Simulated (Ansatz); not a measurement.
# The perfect Pt wire along [110], 9 atoms a period, part 2 of 2

Wanted: the relaxed geometry and the bands of the Pt wire along [110], 9 atoms a period.

Ansatz 0.2.0; DFT PBE, plane waves, PAW; relaxation of a wire's period; PAW set soft_1 (the session's first sound run).

So far: The structure; The relaxed wire.

**2. The relaxed wire (continued)**

Step by step:

```tsv
step	energy less that of the first step (eV)	largest force component (eV/Å)	pressure (GPa)	volume (Å³)
1	0.0000	1.4965	-3.98	513.67
2	-0.9834	0.7937	0.81	492.45
3	-1.2594	0.1049	0.37	485.31
4	-1.2669	0.0500	-0.08	486.89
5	-1.2677	0.0222	-0.02	486.65
6	-1.2682	0.0310	0.00	486.64
7	-1.2689	0.0369	0.00	486.63
8	-1.2765	0.0594	0.00	486.42
9	-1.2938	0.0781	0.01	485.78
10	-1.3003	0.1309	0.06	485.38
11	-1.3128	0.0077	-0.05	485.59
12	-1.3134	0.0065	-0.02	485.18
13*	-1.3078	0.0057	-0.01	485.18
```

Relaxation steps marked * repeat the geometry before them on a plane-wave basis chosen anew for their cell, so energy and pressure can jump there.

Forces are held to the 8 operations that the run works with; a distortion that breaks them can't arise in this run.

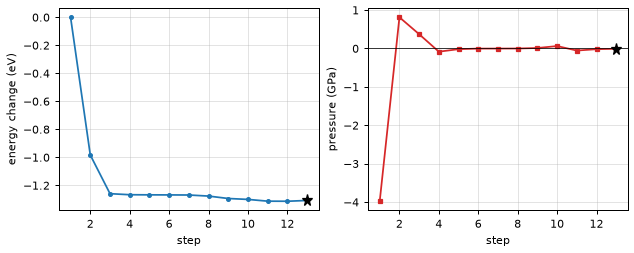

Energy and pressure along the relaxation. Stars mark steps on a basis chosen anew.

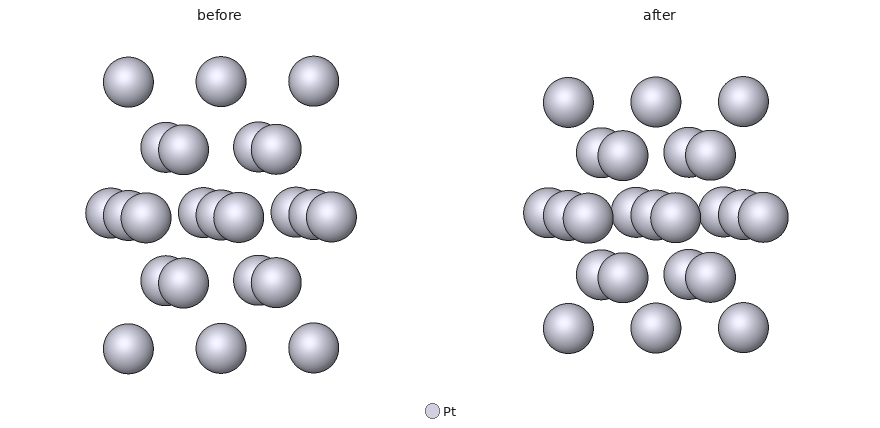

The structure before and after the relaxation, drawn at the same scale.

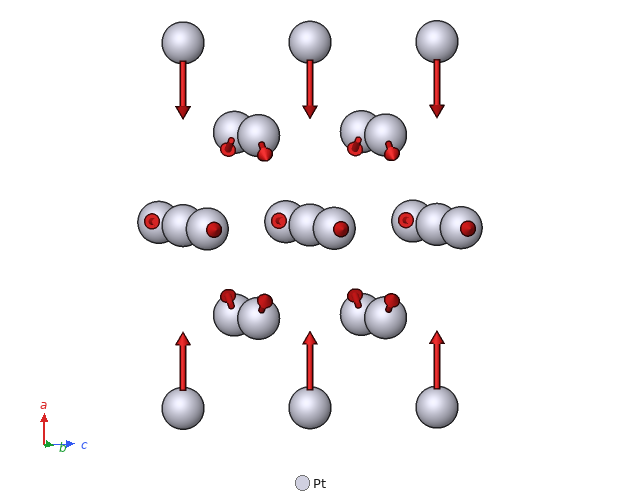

Displacements in the relaxation, exaggerated, measured against the changing cell; the longest in the cell stands for 0.61 Å. 1×1×2 cells are drawn. Some periodic images of atoms are drawn too.

```tsv
cell as run	before	after	change
c (Å)	2.807	2.651	-5.5 %
```

The atoms that moved most (Å, along periodic axes as changes of fractional coordinates times the final cell, across vacuum about the mean position):

```tsv
atom	dx	dy	dz	length
Pt4	-0.606	0.000	0.000	0.606
Pt1	0.606	0.000	0.000	0.606
Pt7	-0.168	-0.314	0.000	0.356
Pt8	-0.168	0.314	0.000	0.356
Pt5	0.168	-0.314	0.000	0.356
Pt6	0.168	0.314	0.000	0.356
Pt9	0.000	-0.335	0.000	0.335
Pt2	0.000	0.335	0.000	0.335
```

This step gave:

```yaml
energy_at_zero_smearing: -112715.0044 eV
cell_length_along_the_wire: 2.651 Å
```

The cell's length comes to 2.651 Å with spin left out.

**3. Bands of the perfect wire**

This step: DFT PBE, plane waves, PAW; bands of a perfect wire; PAW set soft_1 (Ansatz 0.2.0).

At the relaxed period the bands are computed along the axis; those that cross an energy going forward count the channels that a perfect wire would open there.

The input, input.yaml:

```yaml
crystal:
  lattice:
    - [14.74, 0.0, 0.0]
    - [0.0, 12.414, 0.0]
    - [0.0, 0.0, 2.651490413]
  atoms:
    - { symbol: Pt, position: [0.27175207, 0.500017232, 0.0] }
    - { symbol: Pt, position: [0.5, 0.753120702, 0.0] }
    - { symbol: Pt, position: [0.5, 0.500017232, 0.0] }
    - { symbol: Pt, position: [0.72824793, 0.500017232, 0.0] }
    - { symbol: Pt, position: [0.376726849, 0.361654185, 0.5] }
    - { symbol: Pt, position: [0.376726849, 0.638380279, 0.5] }
    - { symbol: Pt, position: [0.623273151, 0.361654185, 0.5] }
    - { symbol: Pt, position: [0.623273151, 0.638380279, 0.5] }
    - { symbol: Pt, position: [0.5, 0.246913762, 0.0] }
kpoints:
  mp_grid: { grid: [1, 1, 31] }
  band_path: { path: ["Γ", Z], npoints: 90 }
scf:
  occupations: { method: fermi_dirac, width: 0.05 }
hamiltonian:
  xc: pbe
  pseudopotentials: { kind: paw, azcp: { folder: soft_1 } }
output:
  dos: { e_range: [-5, 4] }
  write_potential: true
  write_density: true
  volumetric_format: npy
```

Run with:

```
$ ansatz run input.yaml --threads 4 --pin off --max-ram 16384MiB --backend cpu --events-out ev --progress --plain --runs-dir out
```

Numbers of over 12 decimals in the logs are rounded to 6 here.

The program printed:

```text
[...]
Crystal: 9 atoms, lattice volume = 485.176 Å³
Basis set: ecut = 420 eV, 9533 PW (Γ)
Bands: 98, of which v1, the nominal top of the filled ones, is band 81 counted from 1 (80 counted from 0)
Symmetry: 8 space group operations
[...]
k-points: 16 of 31
[...]
SCF iter   1: F=—  HF=-112717.918298 eV  |F-HF|=—  |Δ(HF+E_count)|=         —  Δρ=4.66e-2  dr2=9.84e0  ethr=3.10e-3  ⟨swp⟩=7.8  Hψ=6368  notcnv=0  defer=27
[...]
SCF iter  12: F=-112715.071245 eV  HF=-112715.071245 eV  |F-HF|=1.50e-8  |Δ(HF+E_count)|=   1.37e-8  Δρ=1.34e-6  dr2=2.26e-8  ethr=6.17e-11  ⟨swp⟩=13.7  Hψ=4205  notcnv=0
SCF 1 converged in 12 iterations: F = -112715.071245 eV  dr2 = 2.26e-8
[...]
NSCF: frozen V_eff on 91 k-points
WARN: The output density's exchange-correlation potential varies sharply where the density is thin. Do not read a vacuum level from v_tot or v_xc, or from such a field of the output density. On a cell that repeats whose density bears no net charge and no dipole along the vacuum's axis use v_es (v_loc + v_h of the components); under efield.dipole_correction with no amplitude use v_es + v_field, which holds any externa [...]
SCF converged after 12 iterations
Free energy (F): -112715.071245 eV
[...]
Internal energy: -112714.920419 eV  (E = F + TS)
E sigma→0 (E₀):  -112714.995832 eV
Entropy (-TS):   -0.150827 eV (-16.759 meV/atom)
Fermi energy:    2.534755 eV
[...]
--- Band table (eV; the first three rows and the last of 16) ---
  k-point 0: bands = [... 77 lower, 1.9514, 2.1369, 2.2821, 2.4583, 2.6273, 2.6883, 2.9108, 3.0797, ... 13 higher]
  k-point 1: bands = [... 77 lower, 2.0239, 2.0257, 2.3321, 2.5873, 2.6099, 2.6446, 2.8537, 2.8766, ... 13 higher]
  k-point 2: bands = [... 77 lower, 1.9048, 2.2961, 2.4559, 2.4644, 2.5198, 2.5588, 2.5817, 2.8264, ... 13 higher]
  k-point 15: bands = [... 77 lower, 2.7312, 2.7401, 2.9447, 3.0920, 4.8606, 5.2672, 5.2890, 5.4228, ... 13 higher]
```

The job ended after 65 s (4 threads of Arm Neoverse V1, shared host; peak memory 2.4 GiB; 4.3 min of CPU time).

Numbers from this step:

```yaml
energy_at_zero_smearing: -112714.9958 eV
band_gap: 0 eV
```

Electronic bands along the path, in eV, zero at the Fermi level:

```tsv
point	band 80	band 81	band 82	band 83	band 84	band 85	band 86	band 87
Γ	-0.25	-0.08	0.09	0.15	0.38	0.54	0.60	0.63
Z	0.42	0.57	2.37	2.96	2.98	3.13	3.28	3.47
```

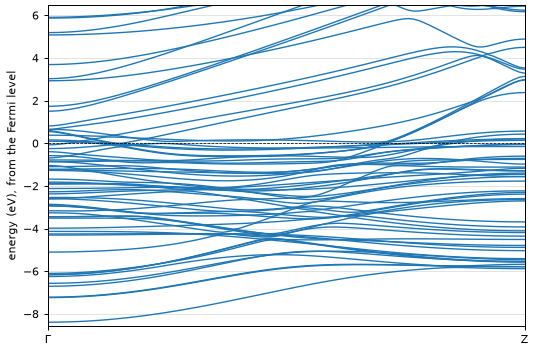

Electronic bands along the path.

Between Γ and Z the bands cross the Fermi level 13 times, so a perfect wire would conduct at least 13 G₀, with spin left out.

**4. Outcome**

| Item | Value |
| --- | --- |
| cell length, PBE | 2.651 Å |
| ballistic conductance by band crossings, a lower bound, PBE | 13 G₀ |

In words: Under PBE the cell's length is 2.65 Å, and the bands cross the Fermi level 13 times between Γ and Z, which gives a perfect wire at least 13 G₀ (opposite crossings within one step of the path cancel in such a count). No spin was allowed, though thin wires with open d shells can turn magnetic. Spin-orbit coupling is left out, which matters for the bands of heavy atoms.

[Logs are printed without paths, hosts, clocks, repeated set-up lines and the standing remarks that a program may print on its own settings, such as how far it seeks lower states.]

[Hosts, paths, dates, database ids (printed as entryN), source tags and the programs' standing remarks are cut or masked in the printed files.]
